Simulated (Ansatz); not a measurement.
| atom | x (Å) | y (Å) | z (Å) |
| --- | --- | --- | --- |
| C | -0.6795 | 2.0652 | -0.0098 |
| C | 0.0180 | 0.9012 | 0.6895 |
| Al | 0.1333 | -0.7972 | -0.2817 |
| C | 0.9708 | -2.4030 | 0.4371 |
| S | -0.7218 | -0.9421 | -2.2986 |
| H | -0.6953 | 2.9684 | 0.6075 |
| H | -0.1835 | 2.3276 | -0.9486 |
| H | -1.7184 | 1.8256 | -0.2534 |
| H | -0.4707 | 0.6884 | 1.6500 |
| H | 1.0435 | 1.1836 | 0.9637 |
| H | 0.9528 | -3.2354 | -0.2702 |
| H | 0.4659 | -2.7309 | 1.3519 |
| H | 2.0151 | -2.2147 | 0.7070 |
| H | -1.1430 | 0.3341 | -2.3156 |

Geometry: PBE0-D4/def2-TZVP.

Computed with RKS PBE0-D4/def2-TZVPP in Ansatz 0.2.0.

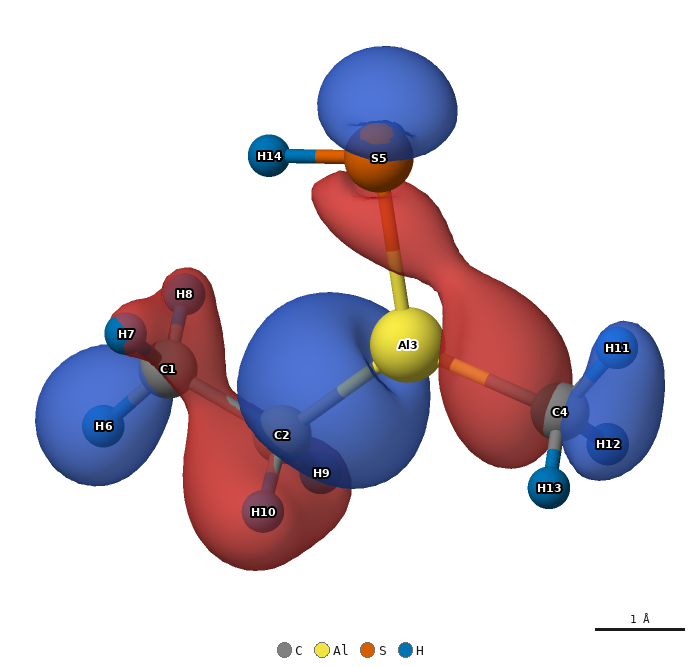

C$_{3}$H$_{9}$AlS (SMILES C[CH2][Al]([CH3])[SH]). The HOMO−1 at ±0.1 Å⁻³ᐟ² (red and blue are the two phases), seen at a tilt.

> Describe this orbital and give its energy.

By Hirshfeld shares it lies mainly on C2 (about 35 %), Al3 (about 15 %), C4 (about 10 %), S5 (about 10 %) and C1 (about 10 %). Its energy is −7.51 eV.
